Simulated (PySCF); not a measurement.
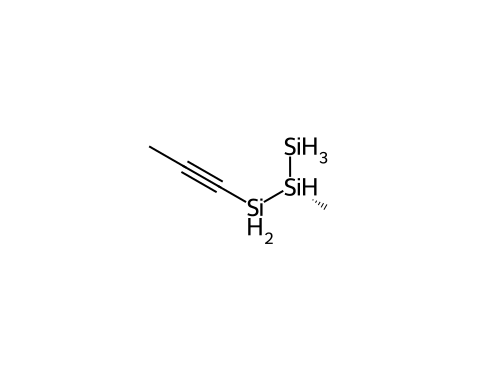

The geometry was computed by an optimisation with GFN2-xTB. No frequency run is at hand to confirm it as a minimum. Level of theory: CAM-B3LYP/def2-SVPD, gas phase (PySCF 2.14.0). Excitations: vertical, linear response.

> What is the brightest of the 8 lowest singlets?

6.61 eV.

> Estimate the lowest vertical singlet excitation.

5.95 eV.

> What is the dipole moment?

1.47 D.

> Give the HOMO energy (Kohn–Sham orbital) at this level.

−8.63 eV.

The geometry is semi-empirical. Around Si such bond lengths and angles can be off by a tenth of an ångström or more and by several degrees, and values that hang on the shape move with them.
